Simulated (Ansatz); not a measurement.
```xyz
6

O     1.0099   -1.8851    0.9835
C     0.5321   -0.9987    0.5186
Si   -0.3159    0.5898   -0.3076
H    -1.4552   -0.0816   -0.9570
H     0.7887    1.0098   -1.1444
H    -0.5790    1.3584    0.9215
```

A point of a scan, not a minimum; geometry: rigid move from PBE0-D4/def2-TZVP; not at a stationary point (largest force 0.5 eV/Å).

All numbers below come from Ansatz, RKS PBE0-D4/def2-TZVPP.

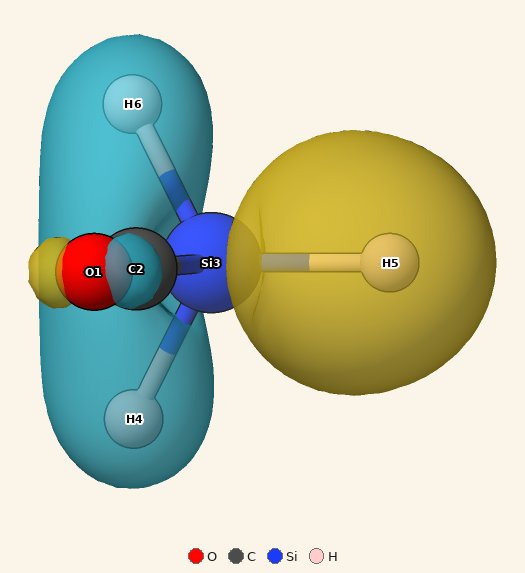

CH$_{3}$OSi (SMILES O=[C+][SiH3]) (charge +1). The HOMO−1 at ±0.15 Å⁻³ᐟ² (yellow and cyan are the two phases), seen at an oblique angle.

What is the character of this orbital?

Its weight (Hirshfeld) is mainly on Si3 (about 45 %), H5 (about 35 %), H6 (about 10 %) and H4 (about 10 %). It is one of a degenerate set, so its orientation is arbitrary. Its energy is −16.68 eV.
